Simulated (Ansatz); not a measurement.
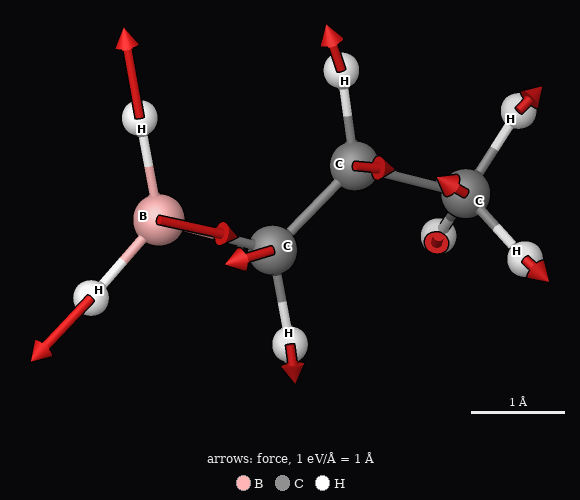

Starting geometry of C₃H₇B with the computed forces as red arrows. Style: ball-and-stick. Shown at a tilt.

The run prepares an end point of a later path (hydrogen shift) calculation, from a guessed geometry.

Theory: RKS PBE0/def2-SVP (Ansatz). (no spin polarisation; force threshold 0.02 eV/Å; at most 50 steps)

> What follows when this structure is relaxed?

It isn't relaxed: the largest force vector, on the B atom, is 1.08 eV/Å. The final displacements have little in common with the starting forces (cosine between the two patterns −0.09). The atom that moves furthest after the best rigid fit is an H atom (0.80 Å). Largest moves by element: H 0.80 Å, C 0.17 Å, B 0.03 Å. Among the contacts that change: B–H 1.171 → 1.213 Å, C–H 1.083 → 1.099 Å, C–C 1.340 → 1.353 Å, C–C 1.494 → 1.486 Å. Among the angles between lasting bonds that change: B–C–C 123.8° → 120.9°, H–C–H 108.7° → 105.8°, C–C–C 124.5° → 126.6°. Groups turn about C–C by about 60°. The energy falls by 14.2 kJ/mol in 13 accepted moves (17 points after the start). The largest force component goes from 1 to 0.018 eV/Å. The line search rejected the trial steps at points 4, 10, 12, 16 of the run. The run took 20 s on 2 threads of Intel(R) Xeon(R) 6975P-C (Granite Rapids) (shared host), peak memory 0.17 GiB.
